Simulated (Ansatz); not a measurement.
# GaN: the cost of one run

Program: Ansatz 0.2.0 (single point, PBE, plane waves PAW). Host: AMD EPYC 7R13 (Zen 3), 96 cores, 96 hardware threads, 1656 GiB, 8 × H100 80GB HBM3, 81559 MiB; it was booked for these runs alone, one at a time. Each run is timed once from launch to exit, start-up included.

**1. The system**

The cell holds 32 atoms in 366 Å³, 2×2×2 copies of a database cell, with the atoms displaced at random so that no symmetry is left.

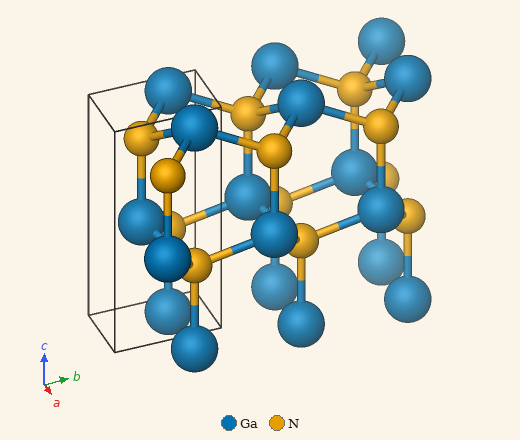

The parent crystal in its cell, ideal positions, seen slightly off an axis (gallium blue, nitrogen amber).

**2. First run**

The input, input.yaml:

```yaml
crystal:
  lattice:
    - [6.377860, 0.000000, 0.000000]
    - [-3.188930, 5.523390, 0.000000]
    - [0.000000, 0.000000, 10.384714]
  atoms:
    - { symbol: Ga, position: [0.347998, 0.162509, 0.251063] }
    - { symbol: Ga, position: [0.167585, 0.338571, 0.494141] }
    - { symbol: "N", position: [0.330732, 0.161954, 0.433819] }
    - { symbol: "N", position: [0.161374, 0.330120, 0.186853] }
    - { symbol: Ga, position: [0.327647, 0.169313, 0.747433] }
    - { symbol: Ga, position: [0.146611, 0.340801, 0.998033] }
    - { symbol: "N", position: [0.328671, 0.168350, 0.938844] }
    - { symbol: "N", position: [0.166998, 0.327975, 0.688696] }
    - { symbol: Ga, position: [0.323691, 0.675720, 0.244667] }
    - { symbol: Ga, position: [0.165371, 0.833454, 0.500385] }
    - { symbol: "N", position: [0.331787, 0.669695, 0.423958] }
    - { symbol: "N", position: [0.165200, 0.831518, 0.185787] }
    - { symbol: Ga, position: [0.342118, 0.659725, 0.748721] }
    - { symbol: Ga, position: [0.153075, 0.834229, 0.992762] }
    - { symbol: "N", position: [0.322619, 0.680699, 0.940177] }
    - { symbol: "N", position: [0.165785, 0.833584, 0.681856] }
    - { symbol: Ga, position: [0.825848, 0.168518, 0.240796] }
    - { symbol: Ga, position: [0.667561, 0.321497, 0.499504] }
    - { symbol: "N", position: [0.825443, 0.176983, 0.441418] }
    - { symbol: "N", position: [0.662557, 0.320483, 0.184382] }
    - { symbol: Ga, position: [0.832145, 0.159522, 0.750143] }
    - { symbol: Ga, position: [0.672137, 0.332156, 0.997336] }
    - { symbol: "N", position: [0.837483, 0.163957, 0.940773] }
    - { symbol: "N", position: [0.663814, 0.342800, 0.686362] }
    - { symbol: Ga, position: [0.825762, 0.666464, 0.246564] }
    - { symbol: Ga, position: [0.659867, 0.831712, 0.501975] }
    - { symbol: "N", position: [0.818745, 0.665574, 0.436868] }
    - { symbol: "N", position: [0.664930, 0.837653, 0.182357] }
    - { symbol: Ga, position: [0.836753, 0.664425, 0.749498] }
    - { symbol: Ga, position: [0.664485, 0.830464, 0.997020] }
    - { symbol: "N", position: [0.835208, 0.679331, 0.941635] }
    - { symbol: "N", position: [0.671387, 0.836190, 0.685665] }
kpoints:
  mp_grid: { grid: [1, 1, 1] }
hamiltonian:
  xc: pbe
  pseudopotentials: { azcp: { folder: soft_1 } }
scf:
  occupations: { method: fixed }
output: { forces: true }
```

Launch:

```sh
$ ansatz run input.yaml --backend cuda --devices 1 --events-out ev --progress --plain --runs-dir out
```

Q: Estimate wall time and peak memory on 1 × NVIDIA H100 80GB HBM3 with 48 threads of AMD EPYC 7R13 (Zen 3), host not shared.

About 1.7 s, with a peak of 1.1 GiB on the host.
